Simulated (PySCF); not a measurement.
SMILES O=C=[SH+] (CHOS (cation, charge +1)), CAM-B3LYP/def2-SVP optimised geometry. Atoms within 1.6 Å of the plane z = 0.0 Å (x, y, z in Å): O1 (1.40, -0.72, 0.00), C2 (0.28, -0.65, 0.00), S3 (-1.37, -0.65, 0.00), H4 (-1.40, 0.72, 0.00).

Calculation: PySCF with CAM-B3LYP/def2-TZVP. Cells within 0.4 Å of a nucleus heavier than hydrogen are left out (blank, or x).

Map of the log10 of the electron density (e/bohr³), floored at −4 on the plane z = 0.0 Å:

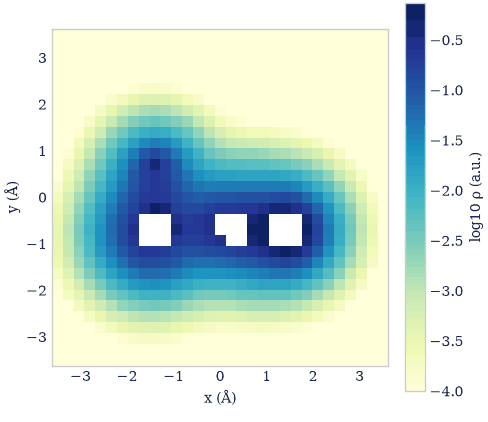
*Log10 of the electron density (e/bohr³), floored at −4 on the plane z = 0.0 Å.*
